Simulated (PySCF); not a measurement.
# C₃H₈FN₃Si: electronic excitations

What electronic excitations should C₃H₈FN₃Si (`N#CCCN[Si@H](N)F`) show?

Computed with PySCF 2.14.0, with density-fitted response routines of our own, on a single molecule in the gas phase. Atoms count from 0, in the outputs and in this text.

**1. The molecule as given**

16 atoms, charge 0, multiplicity 1; geometry from: GFN2-xTB.

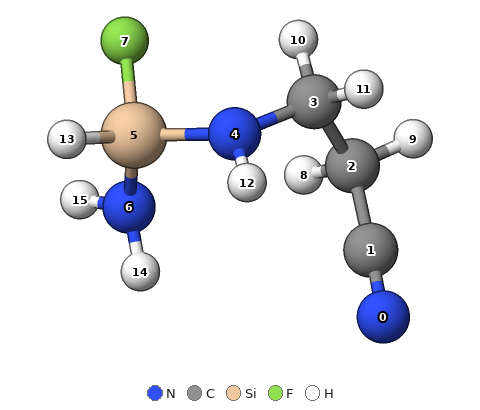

As it starts; nitrogen blue, carbon grey, silicon light orange, fluorine green, hydrogen white, atoms numbered; sticks join atoms by distance.

**2. Excited states and response: CAM-B3LYP/def2-SVPD**

The job: settings as JSON, then the geometry in Å.

```
{"job": {"kind": "uv", "xc": "CAM-B3LYP", "basis": "def2-SVPD", "nstates": 8, "ntriplets": 3}, "charge": 0, "multiplicity": 1}
N     -2.098396     1.891098    -1.237559
C     -1.880330     0.849496    -0.817475
C     -1.569078    -0.434794    -0.255157
C     -1.026135    -0.278112     1.184031
N      0.148183     0.550821     1.264393
Si     1.703380     0.034849     0.754751
N      1.826072    -0.229423    -0.944484
F      1.883871    -1.452917     1.342026
H     -0.800483    -0.906198    -0.872785
H     -2.467072    -1.056877    -0.254302
H     -0.760934    -1.268584     1.557938
H     -1.807660     0.141985     1.825299
H     -0.071855     1.527765     1.151184
H      2.675905     0.880084     1.422332
H      1.639423     0.536444    -1.571525
H      2.597511    -0.776692    -1.292594
```

With the program's defaults for keys left out, this is: TDDFT CAM-B3LYP/def2-SVPD, vertical, gas phase, core orbitals frozen in the response.

On the command line:

```console
> OMP_NUM_THREADS=1 python probes_run.py task.json out
```

One launch serves the whole session: the jobs run in the order shown.

The log of the run:

```text
coarse grid: 14120 points
cycle   1  E = -672.1032469775  dE =  1.015e+00  |g| = 7.814e-01  |ddm| = 5.753e+00
cycle   2  E = -671.9971813589  dE =  1.061e-01  |g| = 1.112e+00  |ddm| = 2.585e+00
cycle   3  E = -672.2314302427  dE = -2.342e-01  |g| = 1.467e-01  |ddm| = 1.310e+00
cycle   4  E = -672.2350600324  dE = -3.630e-03  |g| = 7.079e-02  |ddm| = 2.035e-01
cycle   5  E = -672.2360754760  dE = -1.015e-03  |g| = 1.031e-02  |ddm| = 1.007e-01
cycle   6  E = -672.2360934499  dE = -1.797e-05  |g| = 4.796e-03  |ddm| = 2.654e-02
cycle   7  E = -672.2360977101  dE = -4.260e-06  |g| = 7.887e-04  |ddm| = 6.473e-03
final grid: 133112 points
cycle   8  E = -672.3253724173  dE = -3.186e-05  |g| = 4.204e-03  |ddm| = 7.546e-02
cycle   9  E = -672.3253715535  dE =  8.639e-07  |g| = 4.889e-03  |ddm| = 1.372e-02
cycle  10  E = -672.3253763065  dE = -4.753e-06  |g| = 4.746e-04  |ddm| = 4.796e-03
cycle  11  E = -672.3253763355  dE = -2.898e-08  |g| = 3.238e-04  |ddm| = 1.027e-03
cycle  12  E = -672.3253763550  dE = -1.945e-08  |g| = 1.012e-04  |ddm| = 5.853e-04
cycle  13  E = -672.3253763572  dE = -2.265e-09  |g| = 2.097e-05  |ddm| = 1.536e-04
cycle  14  E = -672.3253763573  dE = -1.016e-10  |g| = 6.174e-06  |ddm| = 4.847e-05
converged SCF energy = -672.3253763573

Static polarisability (au): isotropic 77.069, principal 70.564 76.005 84.637

Singlet excitations
state   eV       nm        f      main configurations
  1   6.8736    180.4   0.00996   H->L 0.68, H->L+2 0.12, H->L+3 0.12
  2   6.9866    177.5   0.02466   H->L+1 0.72, H->L+2 0.15
  3   7.0736    175.3   0.06070   H-1->L 0.69, H-1->L+1 0.16
  4   7.5251    164.8   0.00663   H-1->L+1 0.42, H-1->L+2 0.39
  5   7.6162    162.8   0.00815   H->L+4 0.39, H->L+3 0.23
  6   7.7827    159.3   0.04679   H->L+3 0.25, H->L+2 0.24, H->L 0.20
  7   7.9308    156.3   0.01465   H-3->L+5 0.15, H->L+2 0.11, H->L+5 0.11
  8   8.0253    154.5   0.01648   H->L+5 0.40, H-2->L+4 0.17, H-2->L+8 0.09

Triplet excitations (Tamm-Dancoff, eV): 6.4993 6.5805 6.6533
```

Run time: 2.2 min. Hardware: 1 thread of Arm Neoverse N1, shared host; peak memory 1.1 GiB.

Frontier orbitals and where they lie:

| orbital | eV | atoms |
| --- | --- | --- |
| HOMO−3 | -11.13 | N0 46 %, C1 35 %, C2 6 % |
| HOMO−2 | -11.00 | N0 44 %, C1 33 %, C2 11 % |
| HOMO−1 | -9.56 | N6 63 %, Si5 12 %, H13 7 % |
| HOMO | -8.98 | N4 59 %, C3 10 %, C2 8 % |
| LUMO | 0.90 | Si5 25 %, H14 10 %, C1 10 % |
| LUMO+1 | 1.27 | Si5 17 %, C3 9 %, H10 8 % |
| LUMO+2 | 1.61 | Si5 22 %, F7 10 %, H13 10 % |

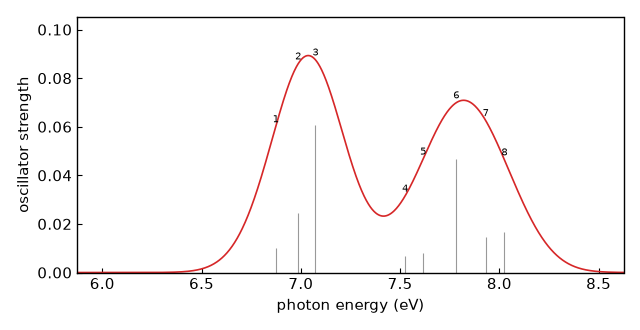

Absorption spectrum from the 8 singlet states computed; above the last one it falls off for lack of states. Lines are broadened to a width of 0.40 eV (Gaussian).

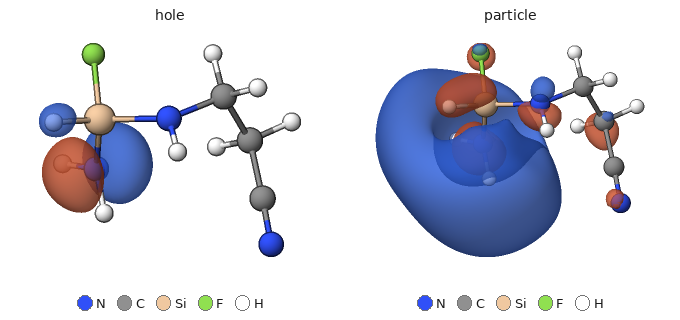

Leading natural transition orbitals of singlet state 3: the electron leaves the hole (left) for the particle orbital (right).

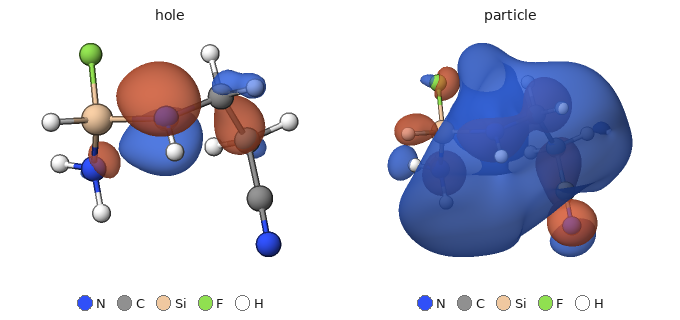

Leading natural transition orbitals of singlet state 1: the electron leaves the hole (left) for the particle orbital (right).

Ground-state properties from the same run:

| property | computed |
| --- | --- |
| dipole moment (D) | 1.69 |
| polarisability (Å³) | 11.42 |
| HOMO–LUMO gap (eV) | 9.88 |
| −ε(HOMO) (eV) | 8.98 |

Orbitals, density, ELF and potential are computed afterwards from the orbital file.

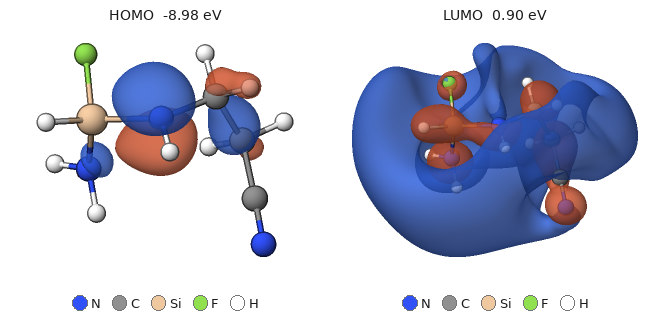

CAM-B3LYP/def2-SVPD orbitals near the gap, drawn at the value that encloses 70 % of each; the two colours are the two signs.

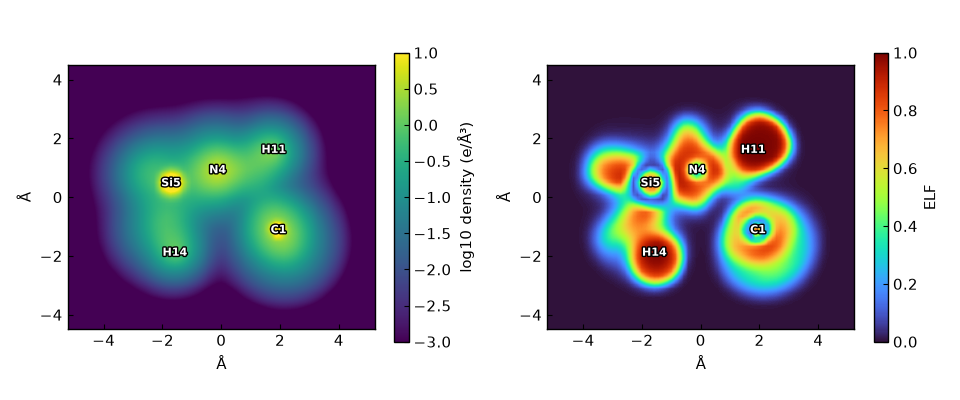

Density (left) and ELF (right) in a plane through or near 5 of the atoms.

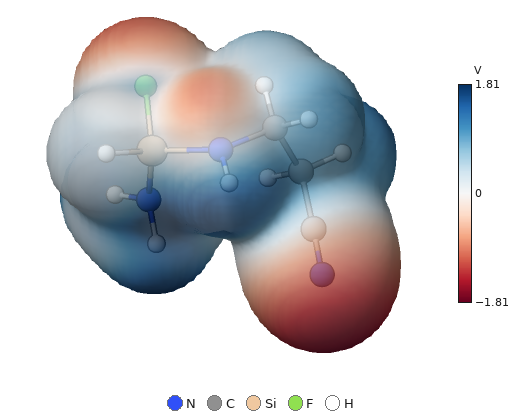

The potential that a unit positive charge feels on the 0.002 e/bohr³ surface, from -1.67 V near N0 to 1.81 V near H15.

**3. Outcome**

| quantity | value |
| --- | --- |
| lowest singlet (CAM-B3LYP/def2-SVPD) | 6.87 eV (180 nm), f = 0.010 |
| brightest single state of those computed | state 3, 7.07 eV, f = 0.061 |
| lowest triplet | 6.50 eV |
| surface potential, least and greatest | -1.67 V and 1.81 V |

The lowest singlet, at 6.87 eV, is HOMO→LUMO 0.68, HOMO→LUMO+2 0.12 and is weak; of the 8 states computed, the strongest absorption comes from state 3 at 7.07 eV. The lowest triplet lies 0.37 eV below the lowest singlet (triplets in Tamm-Dancoff, singlets in full TDDFT).
